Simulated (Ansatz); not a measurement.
# Convergence study of the plane-wave cutoff for Fe₃Ge (P4mm, 4 atoms in the cell)

```xyz
4
Lattice="3.6495 0.0000 0.0000 0.0000 3.6495 0.0000 0.0000 0.0000 3.6495" Properties=species:S:1:pos:R:3 pbc="T T T"
Fe     0.0500     1.8248     1.8248
Fe     1.8248     0.0000     1.8248
Fe     1.8248     1.8248     0.0000
Ge     0.0000     0.0000     0.0000
```
Moments meant for the start (each program seeds them in its own way; μB, in the order of the atoms Fe Fe Fe Ge): 4.0 4.0 4.0 0.0.

Computed with PBEsol, default PAW files made with PBE (plane waves; Ansatz, an electronic-structure program).

Base settings: basis.ecutwfc = 420 eV; kpoints.mp_grid.grid = 5 5 5; hamiltonian.xc = pbesol; hamiltonian.pseudopotentials = {kind: paw} (the program's default PAW files); magnetization.spin_polarized = true; scf.occupations.method = gaussian; scf.occupations.width = 0.1 eV.

The second cell is the first with its lattice scaled by 0.98.

The mesh stays at the base's, so the ladder's end is converged at best in this setting alone.

The first pressure column holds Ansatz's estimate of the finite-basis (Pulay) stress, which hides part of the cutoff error; the other is without it.

Only quantities that move along the ladder and can be compared are tabulated.

The magnetic state is not the same in all runs (site moments differ, or a search went on to a lower state), so steps between rows are not convergence errors alone.

The starting cell comes from a database of computed structures (which also holds hypothetical and non-ambient phases and stackings), without a prior relaxation at this level. Its lattice was rescaled by up to half a per cent. One atom was moved a little off its site on purpose. The magnetic order is the one reached from the typed start; others were not searched systematically. In the base run, with a pressure of about -10 GPa the cell is away from its equilibrium volume at this level. Without a gap this mesh is coarse (it stands for a supercell whose shortest vector is 18 Å).

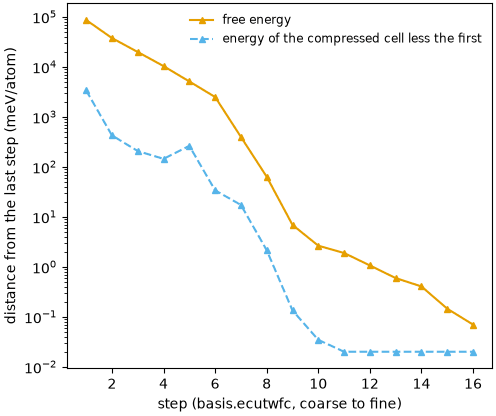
*Distance from the last step along the ladder; very small values are drawn at a floor.*

| basis.ecutwfc | free energy less the last step's (meV/atom) | energy of the compressed cell less the first (meV/atom) | pressure (GPa) | pressure without the Pulay estimate (GPa) | largest difference of a force vector from the last step's (eV/Å) |
|---|---|---|---|---|---|
| 145 eV | 86631.12 | -3406.75 | -339.50 | -3697.98 | 7.860 |
| 170 eV | 37678.96 | 404.69 | -116.07 | -1866.02 | 8.315 |
| 190 eV | 19820.41 | 185.93 | -15.61 | -1097.77 | 1.271 |
| 210 eV | 10358.01 | -165.30 | 3.37 | -641.11 | 0.754 |
| 230 eV | 5098.68 | 241.83 | 2.22 | -355.75 | 0.209 |
| 250 eV | 2495.41 | 12.86 | 7.74 | -200.51 | 0.172 |
| 295 eV | 396.44 | -3.73 | -7.57 | -51.86 | 0.132 |
| 335 eV | 63.34 | -18.88 | -9.37 | -18.70 | 0.003 |
| 380 eV | 6.89 | -20.89 | -9.62 | -10.63 | 0.003 |
| 420 eV | 2.64 | -20.99 | -9.67 | -9.76 | 0.000 |
| 460 eV | 1.89 | -21.01 | -9.67 | -9.76 | 0.000 |
| 505 eV | 1.06 | -21.02 | -9.67 | -9.73 | 0.000 |
| 565 eV | 0.59 | -21.02 | -9.67 | -9.69 | 0.000 |
| 630 eV | 0.40 | -21.03 | -9.67 | -9.69 | 0.000 |
| 735 eV | 0.14 | -21.03 | -9.67 | -9.68 | 0.000 |
| 840 eV | 0.07 | -21.02 | -9.67 | -9.67 | 0.000 |
| 1010 eV | 0.00 | -21.03 | -9.67 | -9.67 | 0.000 |

Coarsest basis.ecutwfc that holds the forces within 0.005 eV/Å of the last step, with all finer ones: 335 eV; the step before is off by 0.13 eV/Å.

Coarsest basis.ecutwfc that holds the pressure without the Pulay estimate within 0.1 GPa of the last step, with all finer ones: 420 eV; the step before is off by 0.96 GPa.

Coarsest basis.ecutwfc that holds the free energy within 0.5 meV/atom of the last step, with all finer ones: 630 eV; the step before is off by 0.59 meV/atom.

The energy difference between the two cells stays within 1 meV/atom of the last step's from 380 eV on, the total only from 565 eV on: much of the error is common to both cells and cancels.

At the lowest cutoff the pressure without the Pulay estimate lies 3690 GPa under the last step's, the usual sign of Pulay stress in an incomplete plane-wave basis.

Keys are those of Ansatz 0.2.
